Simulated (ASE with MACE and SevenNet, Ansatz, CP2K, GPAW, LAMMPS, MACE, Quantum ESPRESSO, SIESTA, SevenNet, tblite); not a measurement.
**Glassy 70P2O5-10Al2O3-20CaO (mol %) (58 atoms) in machine-learned potentials**

Aim: run glassy 70P2O5-10Al2O3-20CaO (mol %) (58 atoms) in machine-learned potentials and see how near its forces come to a plane-wave reference, and at what cost.

Program: ASE with MACE and SevenNet. Level of theory: the method is named at each step. Results are calculated unless marked as measured.

## 1. The starting structure

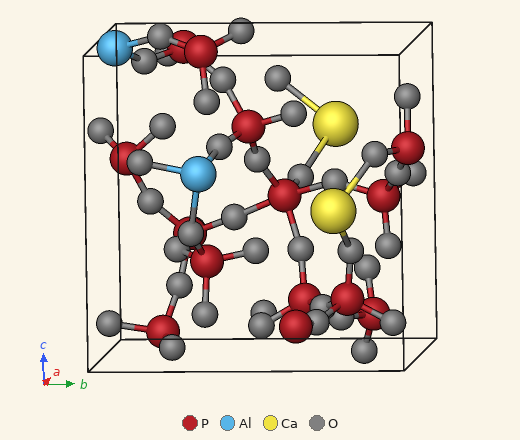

Start, viewed slightly off an axis; phosphorus red, aluminium blue, calcium yellow, oxygen grey. Bonds to atoms that aren't drawn are left out.

The cell holds 58 atoms: 14 P, 2 Al, 2 Ca and 40 O. Its edges and angles: a = 9.332 Å, b = 9.332 Å, c = 9.332 Å, α = 90.0°, β = 90.0°, γ = 90.0°. 58 atoms (14 P, 2 Al, 2 Ca, 40 O) placed at random at 2.49 g/cm³, melted at 4000 K for 10 ps at fixed volume with the Morse and Coulomb pair potential with partial charges (Pedone, Malavasi, Menziani, Cormack and Segre, J. Phys. Chem. B 110, 11780 (2006)). Quenched from 4000 K to 300 K at 5 K/ps and fixed volume, held 10 ps at zero pressure.

The yardstick, on the same geometry:

* method: Kohn-Sham DFT, PBE, PAW, plane waves (Ansatz 0.2.0); cutoff 420 eV, Γ point, fermi-dirac smearing of 0.05 eV; PAW set soft_2
* r.m.s. force component: 1.701 eV/Å
* longest force: 7.519 eV/Å
* pressure: 1.597 GPa
* gap (highest filled to lowest empty level): 0.6959 eV
* SCF cycles: 10
* time: 5.6 s on 4 threads of Arm Neoverse V2, shared host
* CPU time: 21 s

## 2. MACE MP-0b2 small potential

Method: machine-learned interatomic potential MACE MP-0b2 small, trained on PBE(+U) plane-wave data.

run.py reads:

```python
import numpy as np
from ase.io import read
import mlip  # loads the published weights by name

atoms = read("structure.xyz")
atoms.calc = mlip.calc("mace-mp-0b2-small")
energy = atoms.get_potential_energy()
forces = atoms.get_forces()
print(f"energy {energy:.6f} eV")
print("forces (eV/A)")
for i, (a, f) in enumerate(zip(atoms, forces)):
    print(f"{i:4d} {a.symbol:2s} {f[0]:10.5f} {f[1]:10.5f} {f[2]:10.5f}")
stress = -atoms.get_stress(voigt=False) * 160.21766
print("stress (GPa, compression positive)")
for row in stress:
    print(" ".join(f"{x:10.4f}" for x in row))
```

structure.xyz reads:

```xyz
58
Lattice="9.33176 0.00000 0.00000 0.00000 9.33176 0.00000 0.00000 0.00000 9.33176" Properties=species:S:1:pos:R:3 pbc="T T T"
P 8.97099 5.21141 0.39641
P 2.28423 1.99214 0.95623
P 9.13038 2.51314 8.50917
P 4.82265 8.29789 4.67335
P 3.46768 5.52020 4.83926
P 1.68513 8.27914 1.51828
P 5.76451 4.24026 6.63889
P 6.69647 6.98660 1.44138
P 7.65578 8.74022 5.78886
P 5.85904 2.94660 2.65685
P 3.79532 6.03914 1.72722
P 1.77499 2.88967 3.90954
P 2.80466 0.94129 6.01759
P 5.04858 2.43932 9.07822
Al 8.17639 2.48299 4.99165
Al 7.18350 0.17954 8.82635
Ca 9.27745 6.33841 3.77106
Ca 0.94671 7.32823 7.20766
O 3.59301 1.93373 6.88647
O 8.33112 1.40798 9.04957
O 2.23654 6.13199 5.50900
O 0.33342 3.12334 4.16962
O 4.64106 8.43376 3.22095
O 5.78550 2.86840 1.09704
O 7.24863 7.05145 2.80559
O 1.94810 2.53525 2.36280
O 4.47980 4.61885 5.80594
O 3.57509 5.96094 3.23999
O 8.55256 3.77274 9.17835
O 7.51533 8.76066 7.32674
O 2.77695 7.20664 1.30813
O 0.49682 5.68715 8.60388
O 8.70998 7.64747 5.50378
O 0.41293 5.17353 1.68662
O 1.19167 2.37260 9.29079
O 7.70598 5.95357 0.65229
O 0.62541 8.10342 0.54283
O 8.17835 0.76156 5.34327
O 2.63706 4.11036 4.29625
O 5.38265 3.54887 8.06432
O 9.21661 2.65479 7.02066
O 4.41700 6.90466 5.14413
O 6.79436 8.31068 0.72573
O 6.69600 3.27601 5.95002
O 1.83098 0.28919 6.94554
O 5.83058 4.39153 2.96582
O 6.52383 5.49967 6.93686
O 3.67727 2.10702 0.34509
O 4.64666 2.19343 3.14611
O 2.20957 1.68980 4.81453
O 7.08066 2.35142 3.35355
O 3.89517 9.28407 5.44060
O 5.25611 6.40719 1.34415
O 2.20593 0.42021 1.21126
O 5.77356 1.19642 8.58494
O 3.42074 4.78197 1.00671
O 1.22321 8.16268 2.93027
O 6.23016 8.58093 5.20292
```

On the command line:

```
$ OMP_NUM_THREADS=1 python run.py > output.txt
```

The log of the run:

```text
energy -405.872826 eV
forces (eV/A)
   0 P     4.55132   -0.33028   -0.05028
   1 P    -1.00448   -3.49824    0.67178
   2 P     0.09421    1.54908   -2.74254
   3 P    -2.30785   -0.50335   -2.75652
   4 P     0.00638    2.13929    0.54352
   5 P    -1.75811    0.01231    1.94412
   6 P     2.73751    2.43824   -0.34985
   7 P     2.23775    0.17535    0.86846
   8 P     2.24709    0.11517    1.50736
   9 P    -1.46515   -0.40288    2.84331
  10 P    -1.94859   -2.48487   -1.08466
  11 P     2.83981    0.91883    1.20396
  12 P     3.15669    1.39072    5.20218
  13 P     4.06509   -0.65510    0.01673
  14 Al   -2.47675    0.06350    0.32222
  15 Al   -0.99413   -1.09200    0.46139
  16 Ca    0.15511    0.34935   -1.18932
  17 Ca    0.27613    0.35784    0.41412
  18 O    -0.44637   -0.30800   -1.20770
  19 O    -0.10995   -1.48600    1.34920
  20 O    -0.61375   -0.57468    0.04835
  21 O    -1.76366    0.37421    0.17162
  22 O     0.52385    0.61116   -0.42998
  23 O     0.88623   -0.29766   -3.33389
[...]
50 O     2.34060   -0.63641    0.29014
  51 O    -0.43821    0.02637    0.34696
  52 O     0.27270    0.72530   -0.92472
  53 O     1.57005    2.51466   -0.42702
  54 O    -1.49841    0.26929    0.41444
  55 O     0.31849    0.91126    0.26664
  56 O     0.01865    0.05212    1.46689
  57 O     1.04699   -0.07678    0.42585
stress (GPa, compression positive)
    2.3378     1.2436    -0.5236
    1.2436     2.2199     0.6253
   -0.5236     0.6253    -0.7402
```

Wall time 10 s (1 thread of Arm Neoverse V2, shared host); peak memory 0.71 GiB.

Banners, paths, timers and routine set-up lines are dropped from the logs unmarked, and long logs keep their key lines alone; longer cuts are marked.

Numbers from this run, and their distance from the reference:

* r.m.s. force component: 1.428 eV/Å
* r.m.s. difference of force components: 424 meV/Å
* longest difference of force vectors: 2991 meV/Å
* force difference over r.m.s. force: 24.92 %
* slope of forces against the reference's: 0.8213
* correlation of force components: 0.9784
* pressure: 1.272 GPa
* pressure difference: -0.3244 GPa

Length of the force difference by element (eV/Å):

| element | atoms | mean | most |
| --- | --- | --- | --- |
| Al | 2 | 0.77 | 1.3 |
| Ca | 2 | 0.16 | 0.19 |
| O | 40 | 0.39 | 2.1 |
| P | 14 | 0.95 | 3.0 |

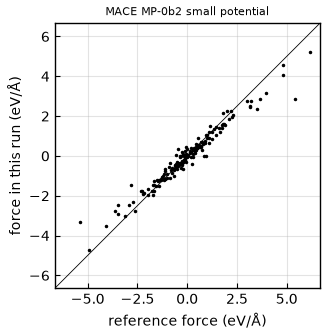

Force components against those of the reference; the line marks equality.

Local excerpt of 11 atoms (numbers count through the whole input) about Al15, one of the 2 Al atoms; x, y, z are measured from there.

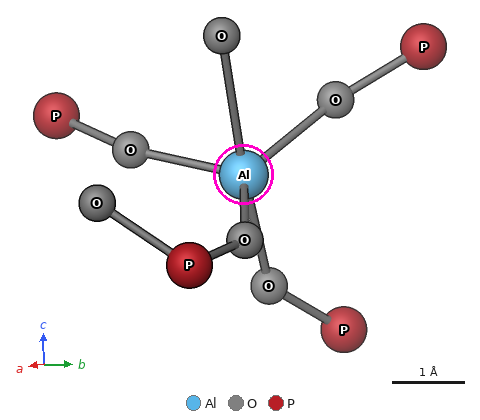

The atoms of the table, within 3.5 Å (arrows a, b, c point along x, y, z); some may hide others; the central atom is ringed.

| atom | x | y | z | distance (Å) | bonds | Fx | Fy | Fz (eV/Å) |
| --- | --- | --- | --- | --- | --- | --- | --- | --- |
| Al15 | 0.00 | 0.00 | 0.00 | 0.00 | 4 | -2.48 | 0.06 | 0.32 |
| O38 | 0.00 | -1.72 | 0.35 | 1.76 | 2 | -0.06 | 0.18 | -0.67 |
| O22 | 1.49 | 0.64 | -0.82 | 1.82 | 2 | -1.76 | 0.37 | 0.17 |
| O44 | -1.48 | 0.79 | 0.96 | 1.93 | 2 | 0.66 | -1.67 | -1.15 |
| O51 | -1.10 | -0.13 | -1.64 | 1.98 | 2 | 2.34 | -0.64 | 0.29 |
| O41 | 1.04 | 0.17 | 2.03 | 2.29 | 1 | 0.33 | 0.03 | 0.39 |
| P12 | 2.93 | 0.41 | -1.08 | 3.15 | 4 | 2.84 | 0.92 | 1.20 |
| P9 | -0.52 | -3.07 | 0.80 | 3.22 | 4 | 2.25 | 0.12 | 1.51 |
| P10 | -2.32 | 0.46 | -2.33 | 3.32 | 4 | -1.47 | -0.40 | 2.84 |
| P7 | -2.41 | 1.76 | 1.65 | 3.41 | 4 | 2.74 | 2.44 | -0.35 |
| O50 | 3.36 | -0.79 | -0.18 | 3.46 | 2 | -1.24 | 0.47 | -2.90 |

Atoms are counted from 1 here, from 0 in the log.

Forces lie 25 % from the reference's, at 0.25 times its CPU time (on 1 against 4 cores).

## 3. SevenNet 0 potential

Method: machine-learned interatomic potential SevenNet 0, trained on PBE(+U) plane-wave data.

run.py: that of step 2 with these lines changed.

```diff
@@ -5,3 +5,3 @@
 atoms = read("structure.xyz")
-atoms.calc = mlip.calc("mace-mp-0b2-small")
+atoms.calc = mlip.calc("7net-0")
 energy = atoms.get_potential_energy()
```

structure.xyz is that of step 2.

The log of the run:

```text
energy -404.548523 eV
forces (eV/A)
   0 P     4.79218   -0.09012    0.07602
   1 P    -1.12753   -3.74478    0.65288
   2 P    -0.14745    1.67609   -2.75739
   3 P    -2.74005   -0.70465   -3.30809
   4 P     0.51921    1.86192    0.78483
   5 P    -2.35415   -0.36911    1.92907
   6 P     3.21561    3.71285   -0.66468
   7 P     2.30652    0.00740    0.95523
   8 P     1.95449    0.16365    1.21343
   9 P    -2.08381    0.28533    3.95348
  10 P    -2.16358   -2.46237   -0.66844
  11 P     3.29212    1.29677    1.96159
  12 P     4.06793    1.76259    6.31278
  13 P     4.46878   -0.34184   -0.25910
  14 Al   -3.12944   -0.04609    0.00697
  15 Al   -1.06546   -1.12596    0.43032
  16 Ca    0.22015    0.29571   -1.19682
  17 Ca    0.45554    0.34570    0.48957
  18 O    -0.62056   -0.19859   -1.44572
  19 O    -0.07524   -1.49546    1.31468
  20 O    -0.60832   -0.57422   -0.01511
  21 O    -1.70367    0.42753    0.07753
  22 O     0.63787    0.62658   -0.23633
  23 O     0.64923   -0.52369   -4.18297
[...]
50 O     3.03665   -0.93817    0.51290
  51 O    -0.44339    0.05395    0.26224
  52 O     0.43583    0.78834   -1.07984
  53 O     1.72715    2.85193   -0.40409
  54 O    -1.33977    0.04023    0.46636
  55 O     0.25630    0.85776    0.12860
  56 O     0.11057    0.09388    1.46320
  57 O     1.38591   -0.01833    0.57620
stress (GPa, compression positive)
    2.2847     1.0163    -0.5943
    1.0163     2.1724     0.4835
   -0.5943     0.4835    -0.5527
```

The job ended after 7.7 s (1 thread; peak memory 0.84 GiB).

Numbers from this run, and their distance from the reference:

```
r.m.s. force component                  : 1.612 eV/Å
r.m.s. difference of force components   : 257.7 meV/Å
longest difference of force vectors     : 1649 meV/Å
force difference over r.m.s. force      : 15.15 %
slope of forces against the reference's : 0.9375
correlation of force components         : 0.9893
pressure                                : 1.302 GPa
pressure difference                     : -0.2954 GPa
```

Against the first run (25 %), the force difference from the reference is 15 %, at 1.1 times the CPU time.

## 4. SevenNet l3i5 potential

Method: machine-learned interatomic potential SevenNet l3i5, trained on PBE(+U) plane-wave data.

run.py: that of step 3 with these lines changed.

```diff
@@ -5,3 +5,3 @@
 atoms = read("structure.xyz")
-atoms.calc = mlip.calc("7net-0")
+atoms.calc = mlip.calc("7net-l3i5")
 energy = atoms.get_potential_energy()
```

structure.xyz is that of step 3.

The log of the run:

```text
energy -404.570251 eV
forces (eV/A)
   0 P     4.72387   -0.05547   -0.08782
   1 P    -0.71138   -3.66919    0.79207
   2 P     0.10607    1.85493   -2.62981
   3 P    -2.62464   -0.36897   -3.30027
   4 P     0.80957    1.64319    0.50765
   5 P    -2.26785   -0.26004    1.83637
   6 P     3.23453    3.40065   -0.69180
   7 P     2.26224   -0.13110    0.94294
   8 P     2.05426    0.27661    1.28806
   9 P    -1.74958    0.42496    4.18887
  10 P    -1.97796   -2.65262   -0.84704
  11 P     3.46492    0.96054    1.46203
  12 P     3.97287    2.08585    6.15589
  13 P     4.14758   -0.47802    0.23352
  14 Al   -3.25142    0.00293    0.04456
  15 Al   -1.24105   -1.05541    0.40787
  16 Ca    0.18807    0.29442   -1.22986
  17 Ca    0.44327    0.27645    0.58542
  18 O    -0.67242   -0.39388   -1.56993
  19 O    -0.10158   -1.53771    1.28522
  20 O    -0.71778   -0.52901   -0.03840
  21 O    -1.87298    0.35644    0.25652
  22 O     0.61846    0.62005   -0.28696
  23 O     0.73100   -0.46050   -4.24180
[...]
50 O     2.90582   -1.00140    0.41874
  51 O    -0.29907   -0.20608    0.27802
  52 O     0.33296    0.84024   -1.06860
  53 O     1.65639    2.81007   -0.37405
  54 O    -1.26171   -0.04710    0.30193
  55 O     0.27564    1.04824    0.14585
  56 O     0.05796    0.08777    1.51050
  57 O     1.27178   -0.05673    0.61488
stress (GPa, compression positive)
    2.2157     1.0887    -0.6099
    1.0887     2.3075     0.6541
   -0.6099     0.6541    -0.8862
```

Elapsed: 6.6 s, on 1 thread; peak memory 1.2 GiB.

Numbers from this run, and their distance from the reference:

```
r.m.s. force component                  : 1.59 eV/Å
r.m.s. difference of force components   : 230.4 meV/Å
longest difference of force vectors     : 1649 meV/Å
force difference over r.m.s. force      : 13.54 %
slope of forces against the reference's : 0.9277
correlation of force components         : 0.9925
pressure                                : 1.212 GPa
pressure difference                     : -0.3846 GPa
```

Against the first run (25 %), the force difference from the reference is 14 %, at 1.3 times the CPU time.

## 5. Side by side

Differences are against the plane-wave reference, forces as r.m.s. over components; share is that over the reference's r.m.s. force, slope the least-squares factor from reference forces to these. Total energies of different programs have different zeros and aren't compared.

| run | Δ force, r.m.s. (meV/Å) | share (%) | slope | Δ pressure (GPa) | cores | CPU time | memory (GiB) |
| --- | --- | --- | --- | --- | --- | --- | --- |
| reference | - | - | - | - | 4 | 21 s | 0.85 |
| MACE MP-0b2 small potential | 424 | 24.9 | 0.821 | -0.324 | 1 | 5.2 s | 0.71 |
| SevenNet 0 potential | 258 | 15.2 | 0.938 | -0.295 | 1 | 5.6 s | 0.84 |
| SevenNet l3i5 potential | 230 | 13.5 | 0.928 | -0.385 | 1 | 6.6 s | 1.2 |

Times of the machine-learned potentials are mostly Python's start and the loading of weights.

CPU time is summed over cores on a shared host, where runs went side by side, so it is rough. Symmetry, cutoffs, thresholds, outputs and thread counts weren't matched or tuned between programs; memory under MPI is the largest rank's times the ranks.

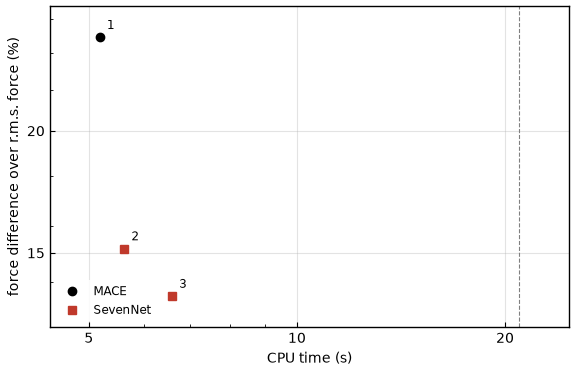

Force difference against CPU time; the dashed line marks the reference's time. Points: 1 MACE MP-0b2 small potential; 2 SevenNet 0 potential; 3 SevenNet l3i5 potential.

## 6. Outcome

```
nearest in forces : SevenNet l3i5 potential, 14 %
its CPU time      : 6.6 s
```

Machine-learned potentials differ by 14 % (SevenNet l3i5 potential) to 25 % (MACE MP-0b2 small potential); they were trained on other programs' data. Among those trained on PBE data the slope goes as low as 0.82, which softening far from their training structures can give, though the reference's k-sampling is untested too. Machine-learned potentials mimic data converged in k, so the reference's own k-point error enters their differences. The quench rate of 5 K/ps is many orders above laboratory rates, so the cell is likely richer in defects and strain than a real sample. The network of bonds at the start is that of the classical potential that made the cell, and needn't be the one that DFT or experiment would give. The reference's stress is far from hydrostatic: its diagonal is 2.5, 2.9, -0.6 GPa, compression counted positive. The electronic-structure runs sample only Γ, in a cell whose shortest periodic width is 9 Å.

[Also dropped from logs without a mark: logging warnings of Python, and SIESTA's first energy breakdown and zero terms.]

[Logs are printed without paths, hosts, clocks, repeated set-up lines and the standing remarks that a program may print on its own settings, such as how far it seeks lower states.]

[Hosts, paths, dates, database ids (printed as entryN), source tags and the programs' standing remarks are cut or masked in the printed files.]
